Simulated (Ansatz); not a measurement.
Fields on a plane of HgTe (zinc blende)

```
CELL_PARAMETERS angstrom
      0.00000     3.32533     3.32533
      3.32533     0.00000     3.32533
      3.32533     3.32533     0.00000
ATOMIC_POSITIONS crystal
  Te 0.75000 0.75000 0.75000
  Hg 0.00000 0.00000 0.00000
```

The slice is a {111} plane (indices of the conventional cell) through the point (0.750, 0.750, 0.750) (fractional), spanned by u = [100] and v = [-1 2 0] in vectors of this cell: u (4.70 Å) and v (8.15 Å, at 90° to u). It covers one period; positions are fractions (u, v).

Atoms on it: Te at (0.00, 0.00); Te at (0.50, 0.50). Other atoms lie within 1 Å of the plane.

Level of theory: PBE (plane waves to 420 eV, PAW, scalar-relativistic; Ansatz, a first-principles code). k mesh 12×12×12. Near the nuclei the fields are pseudised (PAW); where an atom keeps semicore shells as valence, they peak there. At this level the bands of HgTe touch or barely overlap. HgTe was relaxed with its symmetry unable to fall. Spin-orbit coupling is left out, though Hg and Te are heavy. The relaxed volume of HgTe is well above the measured one; the method has no dispersion term.

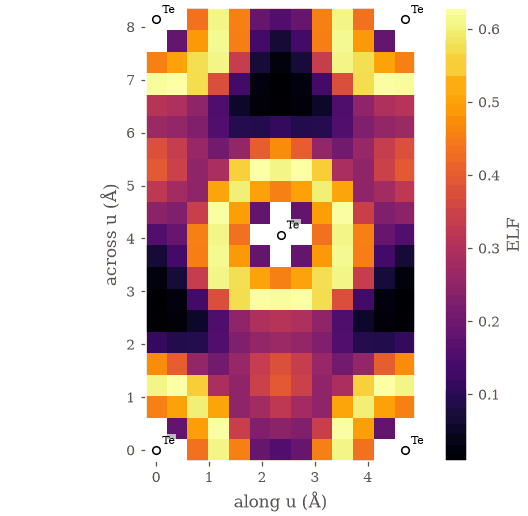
*Electron localisation function (ELF), one period of the plane, atoms marked. Points within 0.5 Å of a nucleus are left white, as the pseudised field means little there.*

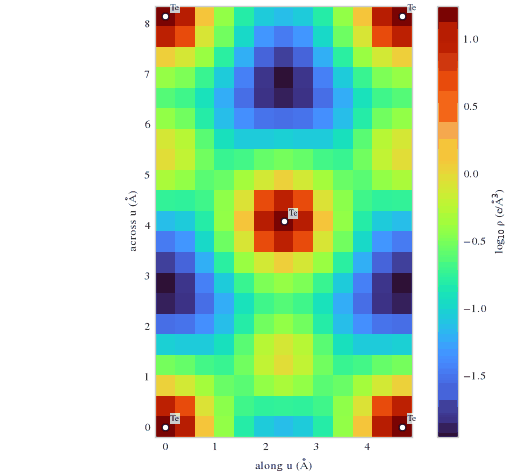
Figure: Log₁₀ of the valence density in e/Å³, one period of the plane, atoms marked. The scale is logarithmic, as a density can span decades between atoms and voids.
